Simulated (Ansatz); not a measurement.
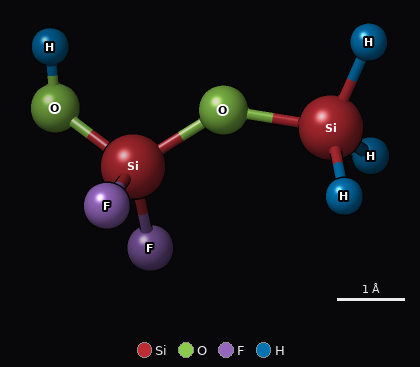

*The input geometry (ball-and-stick view, seen at a tilt).*

**Geometry relaxation, with input and output: Si2H4O2F2 (part 1 of 2)**

System: Si2H4O2F2.
Method: RKS PBE0-D4/def2-TZVP (Ansatz 0.2.0).

Figures and captions count atoms from 1; the log counts them from 0 in places.

### Log
```
Functional definition: PBE0
  name "PBE0"
  cite "Adamo & Barone, J. Chem. Phys. 110, 6158 (1999) doi:10.1063/1.478522"
  cite "Perdew, Burke & Ernzerhof, Phys. Rev. Lett. 77, 3865 (1996) doi:10.1103/PhysRevLett.77.3865"
  parent pbe
  parameter a = 0.25
  parameter kappa = 0.804
  parameter beta = 0.06672455060314922
  exchange = (1 - a)*pbe_x(kappa = kappa, mu = beta*pi^2/3) + a*exact_x
  correlation = pbe_c(beta = beta)
1326 factors; their error is unknown
mean field evaluation 1: about -25335.5366 eV, gradient 7.9e1 eV
mean field evaluation 2: about -25324.8672 eV, gradient 1.1e2 eV
mean field evaluation 4: about -25344.4460 eV, gradient 5.4e0 eV
mean field evaluation 8: about -25344.4819 eV, gradient 7.1e-2 eV
mean field evaluation 16: about -25344.5796 eV, gradient 2.9e-5 eV
mean field -25344.57955853 eV, -931.3961196028 hartree, gradient 2.9e-5 eV, S^2 0.000000; 0 other end points of the search recorded, 0 dependent functions left out
the calculation of the forces begins
reference -25344.57959110 eV, -931.3961208000 hartree; 33, 33 occupied and 189, 189 virtual orbitals, 1326 factors
relax step   1: F+E_penalty+E_count = -25344.77804944 eV  Δ(F+E_penalty+E_count) = +0.000e0 eV  max|allowed force component| = 6.609e-1 eV/Å  Δτ_max = 0.0000 Å  (27 SCF iters, accepted)
these checks for a lower state are left out or cut short: starts, cluster_reference, orbital_swaps, neighbouring_geometries, increment
1326 factors; their error is unknown
mean field -25344.58789650 eV, -931.3964260175 hartree, gradient 8.4e-6 eV, S^2 0.000000; 0 other end points of the search recorded, 0 dependent functions left out
[... from here on the field's lines of each further geometry are left out, up to the last ...]
relax step   2: F+E_penalty+E_count = -25344.78625915 eV  Δ(F+E_penalty+E_count) = -8.210e-3 eV  max|allowed force component| = 4.141e-1 eV/Å  Δτ_max = 0.0107 Å  (32 SCF iters, accepted)
relax step   3: F+E_penalty+E_count = -25344.79160079 eV  Δ(F+E_penalty+E_count) = -5.342e-3 eV  max|allowed force component| = 7.436e-2 eV/Å  Δτ_max = 0.0200 Å  (31 SCF iters, accepted)
relax step   4: F+E_penalty+E_count = -25344.79296254 eV  Δ(F+E_penalty+E_count) = -1.362e-3 eV  max|allowed force component| = 8.107e-2 eV/Å  Δτ_max = 0.0164 Å  (31 SCF iters, accepted)
relax step   5: F+E_penalty+E_count = -25344.79562695 eV  Δ(F+E_penalty+E_count) = -2.664e-3 eV  max|allowed force component| = 1.144e-1 eV/Å  Δτ_max = 0.0489 Å  (30 SCF iters, accepted)
relax step   6: F+E_penalty+E_count = -25344.79879170 eV  Δ(F+E_penalty+E_count) = -3.165e-3 eV  max|allowed force component| = 2.410e-2 eV/Å  Δτ_max = 0.0644 Å  (31 SCF iters, accepted)
relax step   7: F+E_penalty+E_count = -25344.79915768 eV  Δ(F+E_penalty+E_count) = -3.660e-4 eV  max|allowed force component| = 1.672e-2 eV/Å  Δτ_max = 0.0220 Å  (31 SCF iters, accepted)
relax step   8: F+E_penalty+E_count = -25344.79929471 eV  Δ(F+E_penalty+E_count) = -1.370e-4 eV  max|allowed force component| = 2.156e-2 eV/Å  Δτ_max = 0.0212 Å  (31 SCF iters, accepted)
relax step   9: F+E_penalty+E_count = -25344.79909542 eV  Δ(F+E_penalty+E_count) = +1.993e-4 eV  max|allowed force component| = 4.861e-2 eV/Å  Δτ_max = 0.0277 Å  (30 SCF iters, rejected (line search))
relax step  10: F+E_penalty+E_count = -25344.79948876 eV  Δ(F+E_penalty+E_count) = -1.941e-4 eV  max|allowed force component| = 1.052e-2 eV/Å  Δτ_max = 0.0139 Å  (31 SCF iters, accepted)
relax step  11: F+E_penalty+E_count = -25344.79961895 eV  Δ(F+E_penalty+E_count) = -1.302e-4 eV  max|allowed force component| = 6.432e-3 eV/Å  Δτ_max = 0.0222 Å  (31 SCF iters, accepted)
relax step  12: F+E_penalty+E_count = -25344.79965993 eV  Δ(F+E_penalty+E_count) = -4.098e-5 eV  max|allowed force component| = 4.944e-2 eV/Å  Δτ_max = 0.0355 Å  (31 SCF iters, accepted)
relax step  13: F+E_penalty+E_count = -25344.79967325 eV  Δ(F+E_penalty+E_count) = -1.332e-5 eV  max|allowed force component| = 2.113e-2 eV/Å  Δτ_max = 0.0082 Å  (32 SCF iters, accepted)
relax step  14: F+E_penalty+E_count = -25344.79973191 eV  Δ(F+E_penalty+E_count) = -5.865e-5 eV  max|allowed force component| = 5.384e-3 eV/Å  Δτ_max = 0.0073 Å  (32 SCF iters, accepted)
relax step  15: F+E_penalty+E_count = -25344.79974569 eV  Δ(F+E_penalty+E_count) = -1.378e-5 eV  max|allowed force component| = 4.296e-3 eV/Å  Δτ_max = 0.0053 Å  (32 SCF iters, accepted)
relax step  16: F+E_penalty+E_count = -25344.79976334 eV  Δ(F+E_penalty+E_count) = -1.765e-5 eV  max|allowed force component| = 9.712e-3 eV/Å  Δτ_max = 0.0191 Å  (31 SCF iters, accepted)
relax step  17: F+E_penalty+E_count = -25344.79973483 eV  Δ(F+E_penalty+E_count) = +2.851e-5 eV  max|allowed force component| = 1.657e-2 eV/Å  Δτ_max = 0.0202 Å  (31 SCF iters, rejected (line search))
relax step  18: F+E_penalty+E_count = -25344.79977670 eV  Δ(F+E_penalty+E_count) = -1.336e-5 eV  max|allowed force component| = 5.677e-3 eV/Å  Δτ_max = 0.0097 Å  (32 SCF iters, accepted)
the calculation of the forces begins
reference -25344.60300810 eV, -931.3969813589 hartree; 33, 33 occupied and 189, 189 virtual orbitals, 1326 factors
relax step  19: F+E_penalty+E_count = -25344.79978046 eV  Δ(F+E_penalty+E_count) = -3.761e-6 eV  max|allowed force component| = 2.850e-3 eV/Å  Δτ_max = 0.0029 Å  (23 SCF iters, accepted)
1326 factors; their error is unknown
mean field evaluation 160: about -25344.6030 eV, gradient 2.8e-5 eV
```

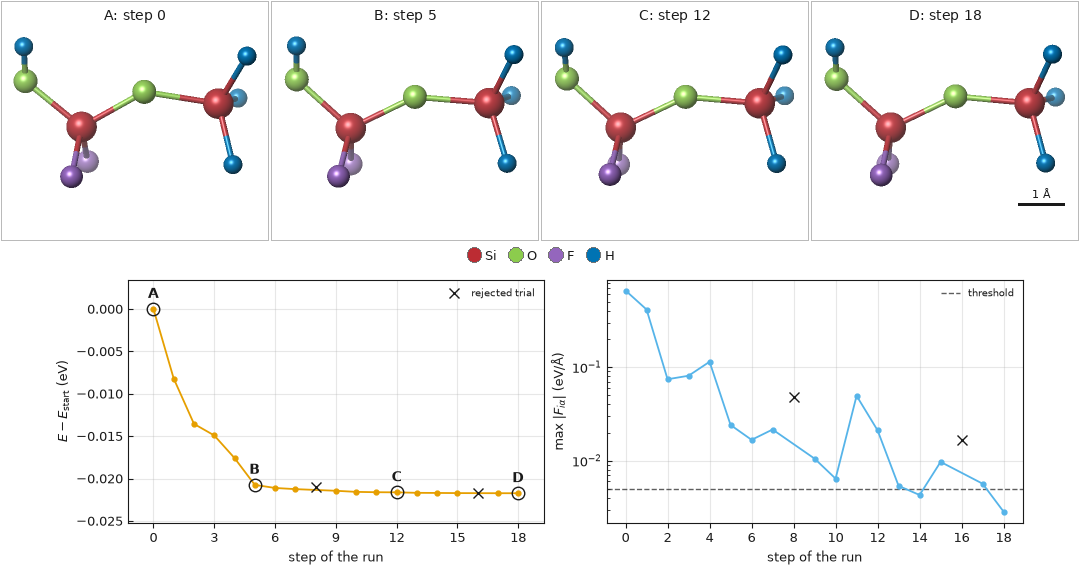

*Frames of the relaxation (ball-and-stick view, seen at a tilt) above the curves, on which the letters mark them (the first geometry is step 0 here and step 1 in the log).*

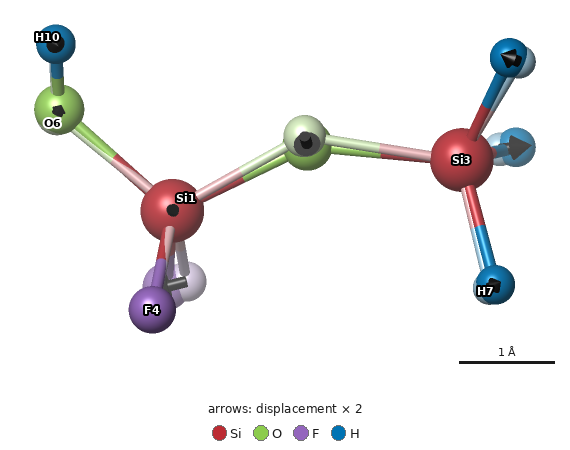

*Start (faint) and end (solid) with the displacements as black arrows, magnified 2 times (ball-and-stick view, seen at a tilt). The two geometries are laid on each other by the best rigid fit.*

Over 18 geometry steps the energy falls by 0.022 eV. Largest force component: 0.66 eV/Å at the start, 0.0029 eV/Å at the end. The line search rejected the trial steps at points 8, 16 (counted from 0) and went back. The largest move after the best rigid fit is that of F5, 0.22 Å. Largest moves by element: F 0.22 Å, O 0.21 Å, H 0.18 Å, Si 0.05 Å. Among the contacts that change: Si1–O2 1.622 → 1.601 Å, O2–Si3 1.661 → 1.645 Å, Si1–O6 1.602 → 1.610 Å, O6–H10 0.962 → 0.957 Å. Among the angles that change: Si1–O2–Si3 139.1° → 148.8°. (Atoms are counted from 1 in the order of the input.)

```
mean field -25344.60297528 eV, -931.3969801526 hartree, gradient 2.6e-5 eV, S^2 0.000000; 1 other end points of the search recorded, 0 dependent functions left out
the calculation of the forces begins
reference -25344.60300810 eV, -931.3969813589 hartree; 33, 33 occupied and 189, 189 virtual orbitals, 1326 factors
Total energy: -25344.79981328 eV, -931.4042138159 hartree
Atom 0 at     0.623952     1.258520    -0.318738 Å, force    -0.001434     0.001544     0.002482 eV/Å
Atom 1 at    -0.151901    -0.142030    -0.337283 Å, force    -0.002850    -0.000056    -0.002678 eV/Å
Atom 2 at    -1.427250    -1.036815    -0.864645 Å, force    -0.001094     0.002808     0.000742 eV/Å
Atom 3 at    -0.332652     2.357801     0.291966 Å, force     0.002310    -0.002740    -0.001854 eV/Å
Atom 4 at     0.977396     1.725824    -1.779048 Å, force     0.000081    -0.000504     0.000403 eV/Å
Atom 5 at     2.014260     1.178727     0.489773 Å, force    -0.000827    -0.000562     0.000757 eV/Å
Atom 6 at    -2.612416    -0.165184    -1.056305 Å, force     0.000433     0.000083     0.000169 eV/Å
Atom 7 at    -1.067551    -1.689173    -2.146316 Å, force     0.001129    -0.000211     0.001542 eV/Å
Atom 8 at    -1.712397    -2.062938     0.165596 Å, force     0.001927    -0.000832    -0.000587 eV/Å
Atom 9 at     2.032277     0.762773     1.351709 Å, force     0.000325     0.000471    -0.000976 eV/Å
Dipole moment:    -0.098006    -0.411864     0.311815 e Å
```

### Trajectory as extended XYZ (Å, eV, eV/Å), 19 frames, from step=1 to step=19
```
10
Properties=species:S:1:pos:R:3:forces:R:3 step=1 energy=-25344.77805
Si    0.5981    1.2418   -0.2820   -0.5983  -0.6609  -0.0611
O    -0.1797   -0.1731   -0.1285    0.0343   0.3069  -0.2210
Si   -1.4143   -1.0121   -0.8569    0.3165   0.1286   0.2889
F    -0.3485    2.3798    0.2617    0.0493   0.1084   0.0409
F     0.8414    1.5540   -1.8048    0.0987   0.0907  -0.0277
O     2.0168    1.2270    0.4621    0.2408  -0.0763   0.3210
H    -2.5642   -0.1065   -1.0873   -0.0386  -0.0024  -0.0270
H    -0.9334   -1.5740   -2.1399   -0.0195  -0.0153  -0.0370
H    -1.7829   -2.0982    0.0802   -0.0462  -0.0192  -0.0380
H     2.1104    0.7489    1.2921   -0.0369   0.1394  -0.2390
10
Properties=species:S:1:pos:R:3:forces:R:3 step=2 energy=-25344.78626
Si    0.5962    1.2410   -0.2834   -0.3710  -0.4141  -0.0320
O    -0.1784   -0.1692   -0.1317   -0.0079   0.1870  -0.1658
Si   -1.4100   -1.0131   -0.8503    0.1528   0.0633   0.1333
F    -0.3435    2.3842    0.2634    0.0356   0.0662   0.0253
F     0.8483    1.5621   -1.8037    0.0652   0.0566  -0.0039
O     2.0166    1.2262    0.4630    0.1441   0.0111   0.1023
H    -2.5653   -0.1145   -1.0896   -0.0104   0.0056   0.0026
H    -0.9390   -1.5758   -2.1381    0.0065  -0.0089  -0.0054
H    -1.7897   -2.1034    0.0776   -0.0040   0.0003  -0.0056
H     2.1086    0.7499    1.2894   -0.0109   0.0329  -0.0509
10
Properties=species:S:1:pos:R:3:forces:R:3 step=3 energy=-25344.79160
Si    0.5894    1.2381   -0.2883    0.0442   0.0034   0.0400
O    -0.1831   -0.1622   -0.1464    0.0015   0.0491  -0.0455
Si   -1.4079   -1.0135   -0.8479   -0.0627  -0.0744  -0.0118
F    -0.3372    2.3900    0.2657    0.0079   0.0047   0.0031
F     0.8598    1.5785   -1.8023    0.0128   0.0051   0.0207
O     2.0127    1.2197    0.4640   -0.0069   0.0373  -0.0630
H    -2.5689   -0.1196   -1.0850    0.0073  -0.0099  -0.0050
H    -0.9371   -1.5839   -2.1336   -0.0086   0.0048   0.0064
H    -1.7848   -2.1022    0.0827    0.0072   0.0027   0.0097
H     2.1009    0.7426    1.2880   -0.0027  -0.0227   0.0454
10
Properties=species:S:1:pos:R:3:forces:R:3 step=4 energy=-25344.79296
Si    0.5907    1.2413   -0.2894    0.0811   0.0520   0.0381
O    -0.1854   -0.1569   -0.1557   -0.0413   0.0095  -0.0588
Si   -1.4106   -1.0179   -0.8477   -0.0340  -0.0330  -0.0131
F    -0.3306    2.3959    0.2686   -0.0041  -0.0145  -0.0012
F     0.8697    1.5913   -1.7998   -0.0038  -0.0104   0.0204
O     2.0133    1.2183    0.4655   -0.0182   0.0139  -0.0512
H    -2.5749   -0.1296   -1.0886    0.0043  -0.0059   0.0067
H    -0.9446   -1.5908   -2.1339    0.0024  -0.0029   0.0106
H    -1.7820   -2.1036    0.0888    0.0152   0.0085   0.0110
H     2.0981    0.7395    1.2890   -0.0015  -0.0172   0.0374
10
Properties=species:S:1:pos:R:3:forces:R:3 step=5 energy=-25344.79563
Si    0.5959    1.2527   -0.2937    0.1116   0.1144   0.0141
O    -0.1947   -0.1382   -0.1899   -0.0854  -0.0245  -0.0799
Si   -1.4192   -1.0263   -0.8524    0.0410   0.0187   0.0414
F    -0.3142    2.4112    0.2767   -0.0199  -0.0477  -0.0098
F     0.8986    1.6302   -1.7935   -0.0334  -0.0386   0.0315
O     2.0136    1.2092    0.4713   -0.0345  -0.0377  -0.0125
H    -2.5976   -0.1573   -1.0919    0.0039  -0.0019   0.0017
H    -0.9603   -1.6177   -2.1322    0.0028   0.0014   0.0027
H    -1.7634   -2.0995    0.1095    0.0131   0.0141   0.0020
H     2.0850    0.7233    1.2928    0.0009   0.0018   0.0087
10
Properties=species:S:1:pos:R:3:forces:R:3 step=6 energy=-25344.79879
Si    0.6045    1.2721   -0.2998   -0.0084  -0.0023  -0.0134
O    -0.2043   -0.1094   -0.2466   -0.0198  -0.0193  -0.0067
Si   -1.4230   -1.0326   -0.8567    0.0168   0.0241  -0.0006
F    -0.3026    2.4173    0.2992   -0.0021  -0.0023   0.0046
F     0.9178    1.6832   -1.7868    0.0104   0.0053   0.0063
O     2.0140    1.1809    0.4728    0.0145   0.0048  -0.0052
H    -2.6152   -0.1862   -1.1080   -0.0056  -0.0092   0.0005
H    -0.9737   -1.6614   -2.1220   -0.0040  -0.0021   0.0017
H    -1.7378   -2.0762    0.1462   -0.0005   0.0000   0.0048
H     2.0640    0.6998    1.2986   -0.0013   0.0009   0.0080
```
